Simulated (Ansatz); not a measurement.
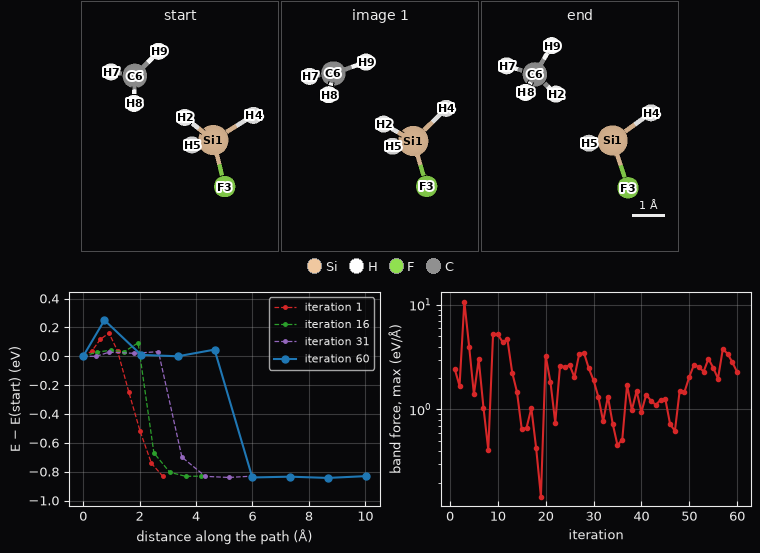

A search for the minimum-energy path of CH₆FSi (multiplicity 2), made up at the start of SiH₃F and CH3 by the nudged elastic band. Images are numbered from 0 (start) to 8 (end). The plot follows the band through its iterations. The picture is a ball-and-stick view, seen from a free direction.

Computed with Ansatz, UKS PBE-D4/6-31G*. Settings: 7 movable images; climbing image; force threshold 0.05 eV/Å; iteration limit 60; starting path through a guess of the saddle point.

Question: Did the band converge, and can the barrier be trusted?

Answer: The result isn't final. The band hadn't converged when the run stopped after 60 iterations. The largest component of the band force went from 2.4 to 2.3 eV/Å. The barrier read from it is provisional: over the last two iterations the highest image moved from 0.49 eV to 0.25 eV. The first iteration put the highest image at 0.16 eV. Forward barrier 0.25 eV, backward barrier 1.08 eV, with image 1 at the top; the reaction energy is −0.83 eV. Image 7 lies below both ends, at −0.84 eV, which may mean an intermediate minimum or an end that is no minimum.

Limits of the set-up: the start holds two separate molecules, 2.6 Å apart at their closest, whose relative position is a soft coordinate.

The run took 15 min on 1 thread of Arm Neoverse V2, on a shared host, peak memory 0.14 GiB.
